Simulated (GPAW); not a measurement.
# The basis that the transmission of a carbon nanotube (3, 3); one C replaced by N needs, part 2 of 3

Aim: T(E), conductance and thermopower of a carbon nanotube (3, 3); one C replaced by N, and what cheaper settings cost in accuracy.

GPAW 26.7.0; GPAW LCAO, PAW setups; Landauer transmission from Green's functions with principal layers (ASE), zero bias.

So far, transmission at the Fermi level (one spin): step 2 (single-zeta polarised basis) 1.65; step 3 (basis sz(dzp)) 1.72.

### 4. revPBE in the szp basis: xc = "revPBE"

Back in the szp basis, the functional changes from PBE to revPBE, to set the spread between functionals beside that between bases.

Contents of run.py:

```python
import json
import numpy as np
from ase import Atoms
from ase.transport.calculators import TransportCalculator
from gpaw import GPAW, FermiDirac
from gpaw.lcao.tools import get_lcao_hamiltonian
from scipy.linalg import eigh

# The junction with lead layers at both ends, along the third cell vector
device = Atoms(
    ['C', 'C', 'C', 'C', 'C', 'C', 'C', 'C', 'C', 'C', 'C', 'C', 'C', 'C', 'C', 'C', 'C', 'C', 'C', 'C', 'C', 'C', 'C', 'C', 'C', 'C', 'C', 'C', 'C', 'C', 'C', 'C', 'C', 'C', 'C', 'C', 'C', 'C', 'C', 'C', 'C', 'C', 'C', 'C', 'C', 'C', 'C', 'C', 'C', 'C', 'C', 'C', 'C', 'C', 'C', 'C', 'C', 'C', 'C', 'C', 'C', 'C', 'C', 'C', 'C', 'C', 'C', 'C', 'C', 'C', 'N', 'C', 'C', 'C', 'C', 'C', 'C', 'C', 'C', 'C', 'C', 'C', 'C', 'C', 'C', 'C', 'C', 'C', 'C', 'C', 'C', 'C', 'C', 'C', 'C', 'C', 'C', 'C', 'C', 'C', 'C', 'C', 'C', 'C', 'C', 'C', 'C', 'C', 'C', 'C', 'C', 'C', 'C', 'C', 'C', 'C', 'C', 'C', 'C', 'C', 'C', 'C', 'C', 'C', 'C', 'C', 'C', 'C', 'C', 'C', 'C', 'C', 'C', 'C', 'C', 'C', 'C', 'C', 'C', 'C', 'C', 'C', 'C', 'C'],
    positions=[
        [4.12267, 6.72967, 0.61488],
        [5.01700, 7.79550, 0.61488],
        [5.01700, 4.27250, 0.61488],
        [6.38720, 4.03090, 0.61488],
        [7.59213, 7.34143, 0.61488],
        [8.06800, 6.03400, 0.61488],
        [4.00000, 6.03400, 1.84463],
        [4.47587, 4.72657, 1.84463],
        [5.68080, 8.03710, 1.84463],
        [7.05100, 7.79550, 1.84463],
        [7.05100, 4.27250, 1.84463],
        [7.94534, 5.33833, 1.84463],
        [4.12267, 6.72967, 3.07439],
        [5.01700, 7.79550, 3.07439],
        [5.01700, 4.27250, 3.07439],
        [6.38720, 4.03090, 3.07439],
        [7.59213, 7.34143, 3.07439],
        [8.06800, 6.03400, 3.07439],
        [4.00000, 6.03400, 4.30415],
        [4.47587, 4.72657, 4.30415],
        [5.68080, 8.03710, 4.30415],
        [7.05100, 7.79550, 4.30415],
        [7.05100, 4.27250, 4.30415],
        [7.94534, 5.33833, 4.30415],
        [4.12267, 6.72967, 5.53390],
        [5.01700, 7.79550, 5.53390],
        [5.01700, 4.27250, 5.53390],
        [6.38720, 4.03090, 5.53390],
        [7.59213, 7.34143, 5.53390],
        [8.06800, 6.03400, 5.53390],
[... 108 atom lines left out ...]
        [4.00000, 6.03400, 28.89927],
        [4.47587, 4.72657, 28.89927],
        [5.68080, 8.03710, 28.89927],
        [7.05100, 7.79550, 28.89927],
        [7.05100, 4.27250, 28.89927],
        [7.94534, 5.33833, 28.89927]],
    cell=[[12.068, 0.0, 0.0], [0.0, 12.068, 0.0], [0.0, 0.0, 29.51415]],
    pbc=True)

# One principal layer of the lead: the first 36 atoms of the device
lead = Atoms(
    ['C', 'C', 'C', 'C', 'C', 'C', 'C', 'C', 'C', 'C', 'C', 'C', 'C', 'C', 'C', 'C', 'C', 'C', 'C', 'C', 'C', 'C', 'C', 'C', 'C', 'C', 'C', 'C', 'C', 'C', 'C', 'C', 'C', 'C', 'C', 'C'],
    positions=[
        [4.12267, 6.72967, 0.61488],
        [5.01700, 7.79550, 0.61488],
        [5.01700, 4.27250, 0.61488],
        [6.38720, 4.03090, 0.61488],
        [7.59213, 7.34143, 0.61488],
        [8.06800, 6.03400, 0.61488],
        [4.00000, 6.03400, 1.84463],
        [4.47587, 4.72657, 1.84463],
        [5.68080, 8.03710, 1.84463],
        [7.05100, 7.79550, 1.84463],
        [7.05100, 4.27250, 1.84463],
        [7.94534, 5.33833, 1.84463],
        [4.12267, 6.72967, 3.07439],
        [5.01700, 7.79550, 3.07439],
        [5.01700, 4.27250, 3.07439],
        [6.38720, 4.03090, 3.07439],
        [7.59213, 7.34143, 3.07439],
        [8.06800, 6.03400, 3.07439],
        [4.00000, 6.03400, 4.30415],
        [4.47587, 4.72657, 4.30415],
        [5.68080, 8.03710, 4.30415],
        [7.05100, 7.79550, 4.30415],
        [7.05100, 4.27250, 4.30415],
        [7.94534, 5.33833, 4.30415],
        [4.12267, 6.72967, 5.53390],
        [5.01700, 7.79550, 5.53390],
        [5.01700, 4.27250, 5.53390],
        [6.38720, 4.03090, 5.53390],
        [7.59213, 7.34143, 5.53390],
        [8.06800, 6.03400, 5.53390],
        [4.00000, 6.03400, 6.76366],
        [4.47587, 4.72657, 6.76366],
        [5.68080, 8.03710, 6.76366],
        [7.05100, 7.79550, 6.76366],
        [7.05100, 4.27250, 6.76366],
        [7.94534, 5.33833, 6.76366]],
    cell=[[12.068, 0.0, 0.0], [0.0, 12.068, 0.0], [0.0, 0.0, 7.37854]],
    pbc=True)

settings = dict(mode='lcao', basis='szp(dzp)', xc='revPBE', h=0.18,
                occupations=FermiDirac(0.1), maxiter=250,
                mixer=dict(beta=0.1, nmaxold=8, weight=100.0),
                convergence=dict(density=0.0001))
energies = np.arange(-2, 2 + 1e-9, 0.05)
eta = 0.0001
n1, n2 = 1, 1
# k and -k transmit alike, so half of the mesh across the current serves
mesh = [(i, j) for i in range(n1) for j in range(n2) if (i, j) <= (-i % n1, -j % n2)]
weights = np.array([1 if (i, j) == (-i % n1, -j % n2) else 2 for i, j in mesh]) / (n1 * n2)


def ground_state(atoms, size, txt):
    atoms.calc = GPAW(kpts={'size': size, 'gamma': True}, symmetry={'tolerance': 1e-3}, txt=txt, **settings)
    atoms.get_potential_energy()
    return atoms.calc.get_fermi_level()


def blocks(atoms, fermi, points, nz, cells):
    """H - E_F S and S between cell 0 and the cells above it, at each point across the current."""
    kz = np.arange(nz) / nz
    calc = atoms.calc.fixed_density(kpts=[(*k, z) for k in points for z in kz], symmetry='off', txt=None)
    H, S = get_lcao_hamiltonian(calc)
    H = (H - fermi * S).reshape(len(H), len(points), nz, *S.shape[1:])
    S = S.reshape(H.shape[1:])
    phases = [np.exp(-2j * np.pi * kz * R) / nz for R in cells]
    return [(np.einsum('skzij,z->ksij', H, p), np.einsum('kzij,z->kij', S, p)) for p in phases]


def pair(a, b):
    return np.block([[a, b], [b.T.conj(), a]])


def count_channels(h, s, cells, nk=240):
    """Half the number of times that the lead's bands cross each energy, unfolded to its shortest repeat."""
    b = len(h) // cells
    bands = []
    for k in (np.arange(nk + 1) + 0.5) / nk:
        hk, sk = h[:b, :b].copy(), s[:b, :b].copy()
        for R in range(1, cells):
            phase, block = np.exp(2j * np.pi * k * R), slice(R * b, (R + 1) * b)
            hk += h[:b, block] * phase + (h[:b, block] * phase).T.conj()
            sk += s[:b, block] * phase + (s[:b, block] * phase).T.conj()
        w, u = eigh(sk)
        x = u[:, w > 1e-5] / w[w > 1e-5]**0.5  # drop near-dependent combinations
        bands.append(np.r_[eigh(x.T.conj() @ hk @ x, eigvals_only=True), [1e9] * (w <= 1e-5).sum()])
    below = np.array(bands)[:, :, None] < energies
    return (below[1:] != below[:-1]).sum((0, 1)) / 2


fermi_lead = ground_state(lead, (1, 1, 15), 'lead.txt')
fermi_device = ground_state(device, (1, 1, 3), 'device.txt')
T, channels, eigen, tail, misfit, shifts = [], [], [], 0.0, 0.0, []
for first in range(0, len(mesh), 5):
    points = [(i / n1, j / n2) for i, j in mesh[first:first + 5]]
    (H0k, S0k), (H1k, S1k), (H2k, _) = blocks(lead, fermi_lead, points, 5, range(3))
    [(Hk, Sk)] = blocks(device, fermi_device, points, 2, [0])
    tail = max(tail, abs(H2k).max())
    for H0, S0, H1, S1, H, S in zip(H0k, S0k, H1k, S1k, Hk, Sk):
        n = len(S0)
        # Shift the lead onto the potential of the device's first layer
        shift = ((H[:, 0, 0] - H0[:, 0, 0]) / S0[0, 0]).real.mean()
        shifts.append(shift)
        misfit = max(misfit, abs(H[:, :n, :n] - H0 - shift * S0).max())
        Tk, Ck, Ek = [], [], []
        for s in range(len(H)):
            t = s % len(H0)  # a lead without moments serves both spins
            h1, s1 = pair(H0[t] + shift * S0, H1[t] + shift * S1), pair(S0, S1)
            leads = dict(h1=h1, s1=s1, energies=energies, eta=eta, eta1=eta, eta2=eta)
            calc = TransportCalculator(h=H[s], s=S, eigenchannels=3, **leads)
            Tk.append(calc.get_transmission())
            Ek.append(np.sort(calc.eigenchannels_ne, axis=0)[::-1])
            Ck.append(count_channels(h1, s1, 6))
        T.append(Tk)
        channels.append(Ck)
        eigen.append(Ek)
T, channels = np.array(T), np.array(channels)
mean, open_channels = np.einsum('kse,k->se', T, weights), np.einsum('kse,k->se', channels, weights)

print(f'basis functions: device {len(S)}, principal layer {n}')
print(f'Fermi level: lead {fermi_lead:.4f} eV, device {fermi_device:.4f} eV; lead shifted by {np.mean(shifts):.4f} eV')
print(f'largest coupling past the next layer {tail:.2e} eV, largest misfit of the first layer {misfit:.3f} eV')
print('  E-E_F (eV)   ' + 'T (one spin)  channels')
for e, t, c in zip(energies, mean.T, open_channels.T):
    print(f'{e:10.3f}  ', *[f'{x:11.4e}' for x in t], *[f'{x:9.4f}' for x in c])

kT = 8.617333e-5 * 77
fine = np.linspace(energies[0], energies[-1], 4001)
both = np.exp(np.interp(fine, energies, np.log(np.maximum(mean.sum(0) * 2 / len(mean), 1e-30))))
fermi = lambda mu: 1 / (1 + np.exp(np.clip((fine - mu) / kT, -200, 200)))
slope = fermi(0) * (1 - fermi(0)) / kT
G = np.trapezoid(both * slope, fine) / 2
seebeck = -np.trapezoid(both * slope * fine, fine) / (2 * G * 77) * 1e6
print(f'conductance at 77 K: {G:.5g} G0 a cell; thermopower {seebeck:.4g} uV/K')
bias = [0.1, 0.2, 0.5, 1.0, 1.5, 2.0]
current = [38.74 * np.trapezoid(both * (fermi(V / 2) - fermi(-V / 2)), fine) for V in bias]
for V, I in zip(bias, current):
    print(f'current from the zero-bias T(E) at {V} V: {I:.5g} uA')
zero = abs(energies).argmin()
json.dump(dict(energies=energies.tolist(), T=mean.tolist(), channels=open_channels.tolist(), G=G, seebeck=seebeck,
               bias=bias, current=current, tail=tail, misfit=misfit, shift=np.mean(shifts), n_device=len(S), n_lead=n,
               fermi=[fermi_lead, fermi_device], energy=device.get_potential_energy(),
               moments=device.get_magnetic_moments().tolist(), mesh=mesh, weights=weights.tolist(),
               T_k=T[:, :, zero].tolist(), eigen=np.array(eigen[0]).tolist()), open('result.json', 'w'))
```

Run with:

```bash
OMP_NUM_THREADS=1 OPENBLAS_NUM_THREADS=1 python run.py
```

The program printed:

```text
basis functions: device 1296, principal layer 324
Fermi level: lead -2.4991 eV, device -2.4492 eV; lead shifted by -0.0036 eV
largest coupling past the next layer 3.79e-15 eV, largest misfit of the first layer 0.026 eV
  E-E_F (eV)   T (one spin)  [channel counts left out]
    -2.000    9.9676e-01
    -1.950    9.9623e-01
    -1.900    9.9566e-01
[...]
1.950    4.4915e+00
     2.000    4.4885e+00
conductance at 77 K: 1.6479 G0 a cell; thermopower 1.117 uV/K
current from the zero-bias T(E) at 0.1 V: 12.827 uA
current from the zero-bias T(E) at 0.2 V: 25.672 uA
current from the zero-bias T(E) at 0.5 V: 62.688 uA
current from the zero-bias T(E) at 1.0 V: 120.55 uA
current from the zero-bias T(E) at 1.5 V: 187.38 uA
current from the zero-bias T(E) at 2.0 V: 291.19 uA
```

The job ended after 22 min (1 thread of Arm Neoverse V1, shared host; peak memory 3 GiB).

This step gave:

```yaml
conductance: 1.648 G₀
largest_coupling_past_the_next_principal_layer: 3.79e-15 eV
largest_misfit_of_the_first_principal_layer: 0.02597 eV
shift_that_aligns_the_lead: -0.003568 eV
basis_functions_of_the_junction: 1296
basis_functions_of_a_principal_layer: 324
transmission_at_the_fermi_level_one_spin: 1.644
```

One spin. Transmission, zone mean against energy, zero at the Fermi level:

| energy (eV) | transmission, zone mean |
| --- | --- |
| -2.000 | 0.997 |
| -1.800 | 0.994 |
| -1.600 | 0.990 |
| -1.400 | 0.0177 |
| -1.200 | 1.47 |
| -1.000 | 1.81 |
| -0.800 | 1.85 |
| -0.650 | 1.86 |
| -0.600 | 1.86 |
| -0.400 | 1.84 |
| -0.200 | 1.80 |
| 0.000 | 1.64 |
| 0.200 | 1.36 |
| 0.400 | 1.04 |
| 0.600 | 1.82 |
| 0.650 | 1.83 |
| 0.800 | 2.82 |
| 1.000 | 4.18 |
| 1.200 | 4.37 |
| 1.400 | 4.45 |
| 1.600 | 4.49 |
| 1.800 | 4.50 |
| 2.000 | 4.49 |

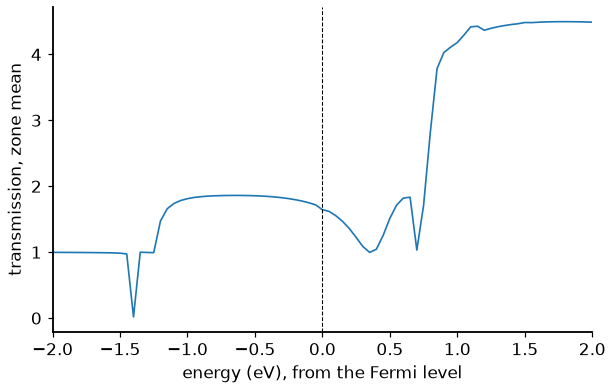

Transmission, zone mean, plotted against energy.

The conductance, 1.65 G₀, lies 0.2 % below that of the szp run.

### 5. All levels side by side

Times are for 1 thread of Arm Neoverse V1, shared host. The runs compared:

| no. | run | conductance (G₀) | time | memory (GiB) |
| --- | --- | --- | --- | --- |
| 1 | szp | 1.652 | 22 min | 3.0 |
| 2 | sz | 1.728 | 4.2 min | 2.4 |
| 3 | szp revPBE | 1.648 | 22 min | 3.0 |

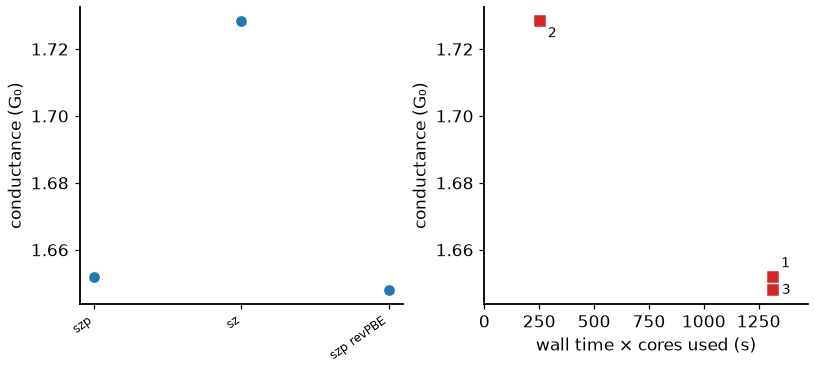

The series as plots; the last panel sets the first result against cost, with the runs numbered as in the table.

### 6. Comparison

The curves are compared point by point over the common energies.

This step: comparison of transmission and cost over codes and levels (GPAW 26.7.0).

Ladder, by row:

| step | code | T at the Fermi level (sum over the listed spins) | conductance (G0) | r.m.s. T(E) from the first | wall time (s) | peak memory (GiB) | threads |
| --- | --- | --- | --- | --- | --- | --- | --- |
| szp | GPAW | 1.648 | 1.652 | 0 | 1318 | 2.97 | 1 |
| sz | GPAW | 1.724 | 1.728 | 1.009 | 254.3 | 2.39 | 1 |
| szp-revPBE | GPAW | 1.644 | 1.648 | 0.09114 | 1314 | 2.98 | 1 |

Transmission, zone mean, sum over the listed spins against energy, zero at the Fermi level:

| energy (eV) | szp | sz | szp-revPBE |
| --- | --- | --- | --- |
| -2.000 | 0.997 | 0.997 | 0.997 |
| -1.800 | 0.995 | 0.995 | 0.994 |
| -1.600 | 0.991 | 0.990 | 0.990 |
| -1.400 | 0.627 | 0.996 | 0.0177 |
| -1.200 | 1.44 | 1.76 | 1.47 |
| -1.000 | 1.81 | 1.86 | 1.81 |
| -0.800 | 1.85 | 1.88 | 1.85 |
| -0.700 | 1.86 | 1.88 | 1.86 |
| -0.650 | 1.86 | 1.88 | 1.86 |
| -0.600 | 1.86 | 1.88 | 1.86 |
| -0.400 | 1.85 | 1.87 | 1.84 |
| -0.200 | 1.80 | 1.83 | 1.80 |
| 0.000 | 1.65 | 1.72 | 1.64 |
| 0.200 | 1.37 | 1.59 | 1.36 |
| 0.400 | 1.03 | 1.29 | 1.04 |
| 0.600 | 1.81 | 0.979 | 1.82 |
| 0.650 | 1.83 | 0.988 | 1.83 |
| 0.800 | 2.48 | 1.24 | 2.82 |
| 1.000 | 4.16 | 0.891 | 4.18 |
| 1.200 | 4.36 | 2.58 | 4.37 |
| 1.400 | 4.45 | 4.06 | 4.45 |
| 1.600 | 4.49 | 4.31 | 4.49 |
| 1.800 | 4.49 | 4.40 | 4.50 |
| 2.000 | 4.49 | 4.45 | 4.49 |

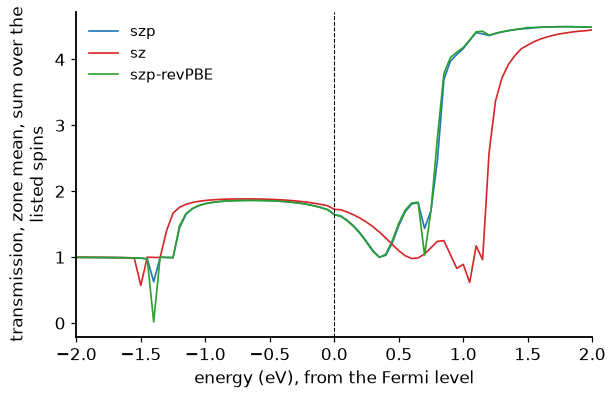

Transmission, zone mean, sum over the listed spins against energy.

[end of part 2 of 3]

[Logs are printed without paths, hosts, clocks, repeated set-up lines and the standing remarks that a program may print on its own settings, such as how far it seeks lower states.]

[Hosts, paths, dates, database ids (printed as entryN), source tags and the programs' standing remarks are cut or masked in the printed files.]
